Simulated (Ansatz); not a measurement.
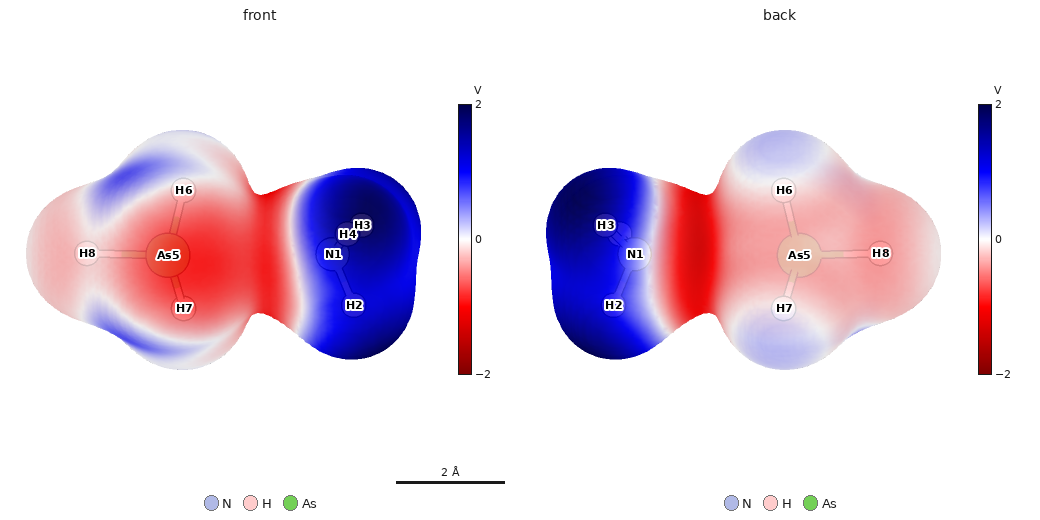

The picture shows: AsH6N. The molecular electrostatic potential painted on the density surface at 0.004 e/bohr³, seen from the front and from behind; red is negative and blue positive.

At this geometry the atoms fall into two loosely joined parts.

Computed with RKS PBE-D4/def2-SVP in Ansatz.

```xyz
8

N     0.0693    0.1110   -1.5029
H     0.7739   -0.5166   -1.9148
H    -0.8039   -0.0926   -2.0092
H     0.3441    1.0566   -1.8036
As    0.3255    0.2889    1.5533
H    -1.1925    0.3414    1.3218
H     0.3664   -1.2230    1.2808
H     0.1172    0.0343    3.0747
```

> Where is the surface potential most negative and most positive?

The most negative region (about −1.3 V, or −30 kcal/mol for a unit charge) lies over N1, the most positive (about +1.9 V, or +44 kcal/mol for a unit charge) over H2, H3 and H4. N1 is the likeliest acceptor of a hydrogen bond.
